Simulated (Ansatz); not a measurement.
**Single-point calculation, with input and output: Hf3 (charge −1)**

The run: single-point calculation of Hf3, charge −1, multiplicity 4. Method and program: UKS PBE0-D4/def2-TZVPD (Ansatz 0.2.0).

The geometry comes from this level: PBE-D4/def2-TZVPD.

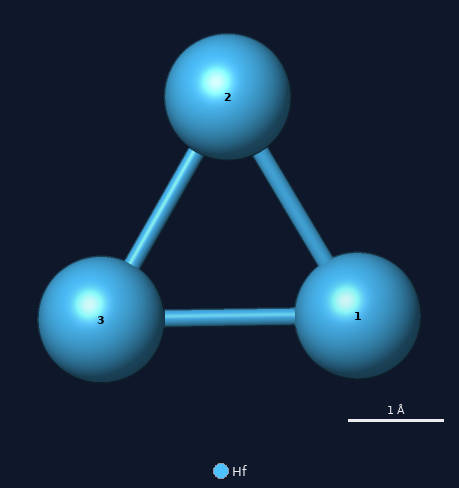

*The structure as given in the input (ball-and-stick view, seen on its broad side; atoms are numbered from 1 in the order of the input). Sticks mark near contacts.*

Bond lengths as drawn: Hf–Hf 2.70 Å.

**Summary**

| quantity | value |
| --- | --- |
| outcome | converged |
| total energy | −3912.3532 eV |
| mean-field energy | −3912.2175 eV |
| dispersion energy | −0.1357 eV |
| ⟨S²⟩ | 3.997 |
| SCF solution under orbital rotations | stable |
| HOMO (either spin) | 0.20 eV |
| LUMO (either spin) | 1.73 eV |
| hardware | 4 threads of Arm Neoverse V2, 95 GiB of memory available, shared host |
| wall time | 96 s (CPU time 6.2 min) |
| peak memory | 0.63 GiB |

**Remarks**

The highest filled orbital lies above zero: either the extra electron isn't bound at this level, or the self-interaction error of the functional lifts the level.

**Input**
```yaml
crystal:
  periodic: [false, false, false]
  atoms:
    - {symbol: Hf, position_ang: [-1.212632, 0.978624, -0.092824]}
    - {symbol: Hf, position_ang: [0.487515, -0.761362, -1.272385]}
    - {symbol: Hf, position_ang: [0.725116, -0.217273, 1.365209]}
basis:
  gaussian: {orbitals: def2-TZVPD, initial_orbitals: start.molden}
total_charge: -1
magnetization: {spin_polarized: true, initial_magnetization: 3}
hamiltonian: {xc: pbe0, dispersion: d4}
output: {orbitals: {seedname: orbitals}}
```

Launch command:
```bash
ansatz run in.yaml --threads 4 --pin off --events-out ev --progress --plain --max-ram 3916MiB
```

**Log**
```
Functional definition: PBE0
  name "PBE0"
  cite "Adamo & Barone, J. Chem. Phys. 110, 6158 (1999) doi:10.1063/1.478522"
  cite "Perdew, Burke & Ernzerhof, Phys. Rev. Lett. 77, 3865 (1996) doi:10.1103/PhysRevLett.77.3865"
  parent pbe
  parameter a = 0.25
  parameter kappa = 0.804
  parameter beta = 0.06672455060314922
  exchange = (1 - a)*pbe_x(kappa = kappa, mu = beta*pi^2/3) + a*exact_x
  correlation = pbe_c(beta = beta)
1317 factors; their error is unknown
mean field evaluation 1: about -3912.0255 eV, gradient 4.1e0 eV
mean field evaluation 2: about -3912.1610 eV, gradient 3.6e-1 eV
mean field evaluation 4: about -3912.1901 eV, gradient 7.9e-2 eV
mean field evaluation 8: about -3912.2069 eV, gradient 1.1e-1 eV
mean field evaluation 16: about -3912.2174 eV, gradient 2.6e-5 eV
mean field evaluation 32: about -3912.1611 eV, gradient 4.5e-1 eV
mean field evaluation 64: about -3912.1719 eV, gradient 1.2e-1 eV
mean field evaluation 96: about -3912.1826 eV, gradient 4.0e-2 eV
mean field evaluation 128: about -3912.1844 eV, gradient 3.3e-1 eV
mean field evaluation 160: about -3912.0808 eV, gradient 3.0e-1 eV
mean field evaluation 192: about -3910.9040 eV, gradient 1.1e1 eV
mean field evaluation 224: about -3912.2039 eV, gradient 4.7e-2 eV
mean field evaluation 256: about -3912.0843 eV, gradient 8.1e-1 eV
mean field -3912.21744048 eV, -143.7713391414 hartree, gradient 5.8e-6 eV, S^2 3.996769; 22 other end points of the search recorded, 0 dependent functions left out
reference -3912.21746417 eV, -143.7713400120 hartree; 20, 17 occupied and 109, 112 virtual orbitals, 1317 factors
Total energy: -3912.35318603 eV, -143.7763276983 hartree
```

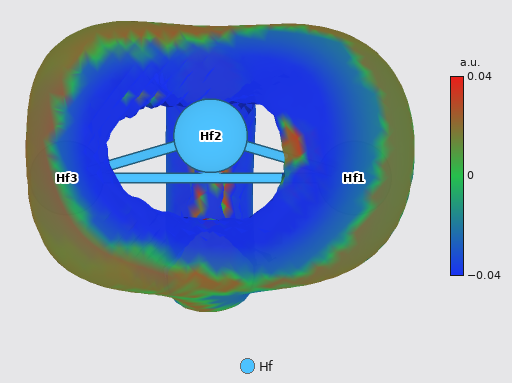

*Non-covalent interaction (NCI) plot: the surface where the reduced density gradient is 0.5, for densities under 0.05 a.u., coloured by sign(λ₂)ρ; seen from the side.*

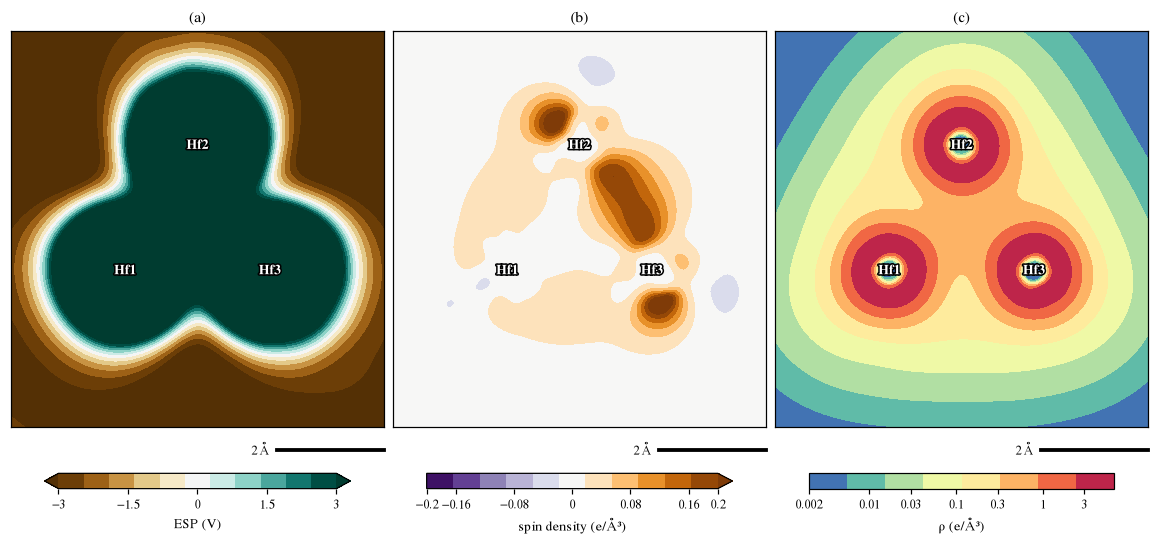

*(a) molecular electrostatic potential; (b) spin density (α minus β); (c) total electron density on the molecular plane.*

Atoms in the plane: Hf. Hf–Hf (2.70 Å): ρ at the midpoint is about 0.33 e/Å³. The unpaired spin (3 electrons) lies mostly on Hf2 (about 1.1), Hf3 (about 1.1) and Hf1 (about 0.7), in electrons by Hirshfeld's partition.

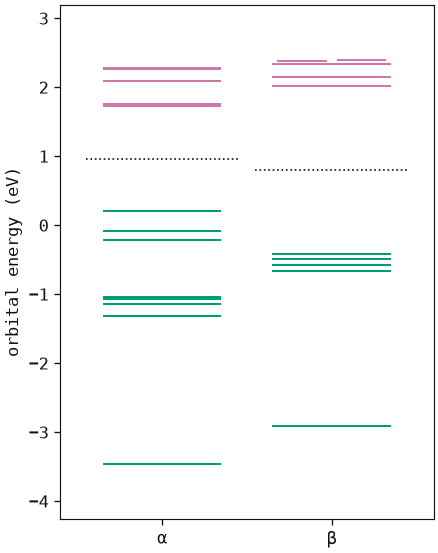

*Orbital energies near the frontier for α and β spins; the dotted line parts filled from empty levels, and levels within 0.02 eV of each other stand side by side.*

α: highest filled 0.20 eV, lowest empty 1.73 eV, 1.53 eV apart; β: highest filled −0.41 eV, lowest empty 2.01 eV, 2.42 eV apart.
